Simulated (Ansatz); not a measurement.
## Electronic structure of H$_{4}$PSi$_{2}$ (SMILES [SiH2]1[SiH2][P]1) (doublet) in real space

```yaml
atoms:
  - { symbol: P, position_ang: [-2.0949, 1.5654, -2.6004] }
  - { symbol: Si, position_ang: [-1.3291, 2.3205, -0.5686] }
  - { symbol: Si, position_ang: [-0.0558, 2.6131, -2.4289] }
  - { symbol: H, position_ang: [-1.0000, 1.2687, 0.4270] }
  - { symbol: H, position_ang: [-2.0875, 3.4497, 0.0273] }
  - { symbol: H, position_ang: [1.1315, 1.7590, -2.6864] }
  - { symbol: H, position_ang: [0.0444, 3.9397, -3.0890] }
```

Geometry: B3LYP/6-31G*.

Level of theory: isolated molecule in a Gaussian basis; Kohn-Sham density functional theory, functional PBE0 in Ansatz.

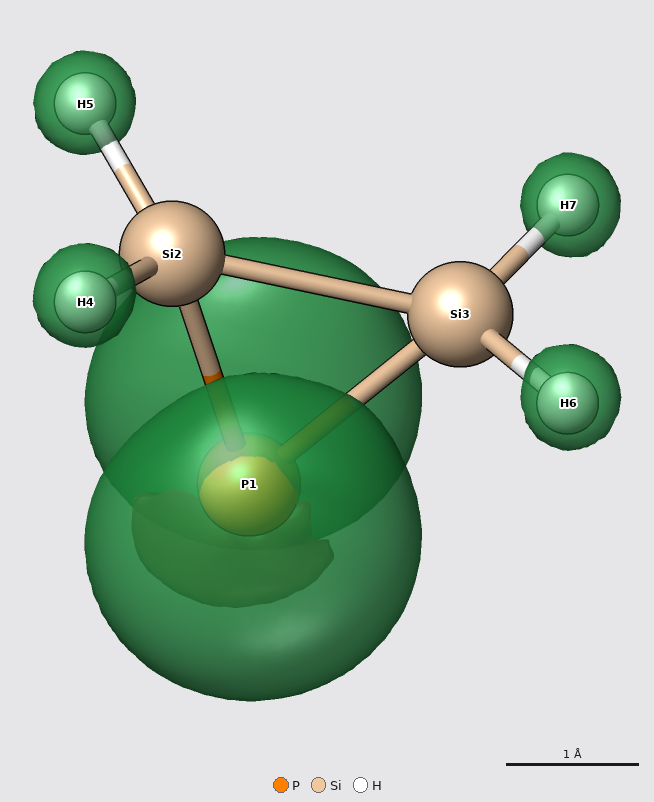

Figure 1. Isosurfaces of the spin density at +0.015 (green) and −0.015 e/Å³ (red), seen at an oblique angle.

### Where is the unpaired spin?

The unpaired spin (1 electron) lies mostly on P1 (about 0.8), in electrons by Hirshfeld's partition.

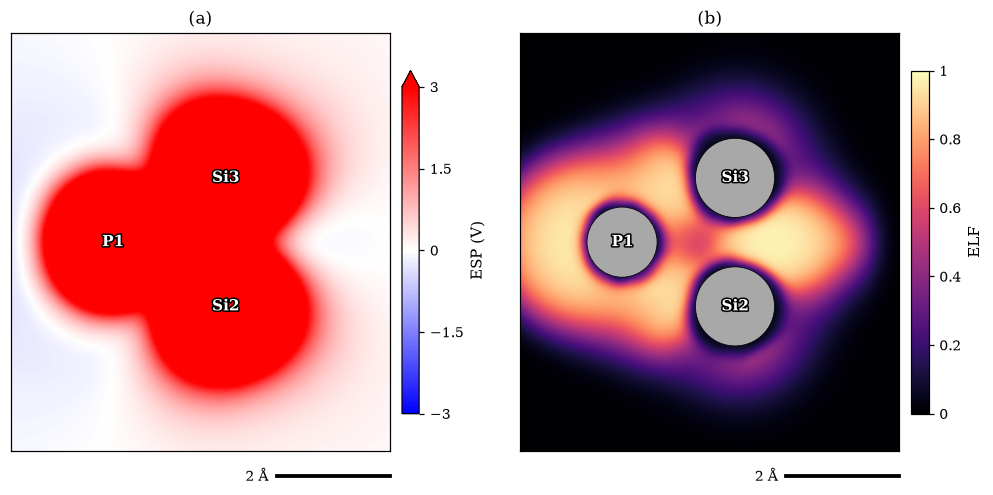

Figure 2. (a) molecular electrostatic potential; (b) ELF on the plane of atoms Si2, P1 and Si3. Grey discs cover the atomic cores in the ELF map.

### What do the fields say about this system?

Atoms in the plane: P and Si. Si–Si (2.27 Å): the ELF peaks at about 0.90 between the atoms (a shared electron pair). Si–P (2.30 Å): the ELF peaks at about 0.85 between the atoms; a covalent bond. The ELF also peaks beside P1, away from the bonds: non-bonding electrons, paired or unpaired. Outside the dense part of the molecule the potential is most negative (−0.3 V) near P1.

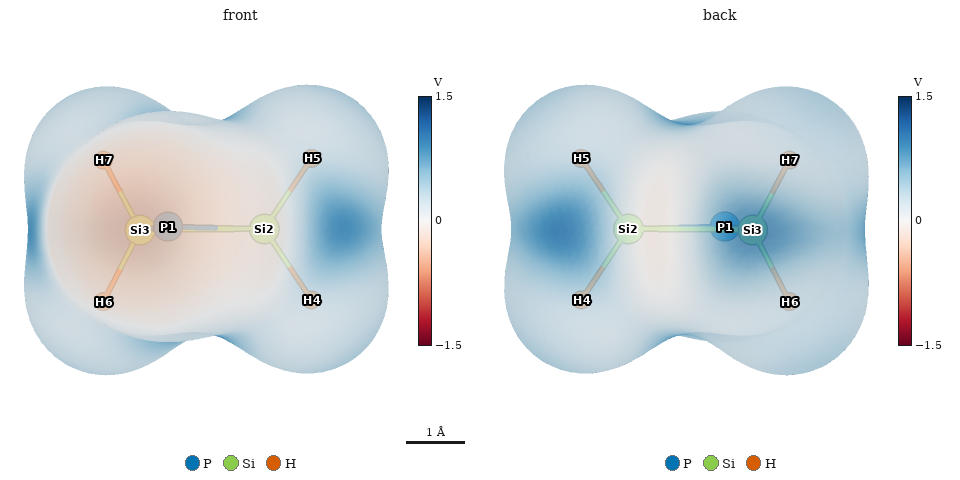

Figure 3. The electrostatic potential painted on the density surface at 0.002 e/bohr³, seen from the front and from behind; red is negative and blue positive.

### Which sites attract a positive test charge, and which a negative one?

A positive charge is drawn to the negative regions and a negative charge to the positive ones. The most negative region (about −0.4 V) lies over P1, the most positive (about +1.0 V) over Si2 and Si3.

### What dipole moment does the calculation give?

Its dipole moment is 0.98 D.
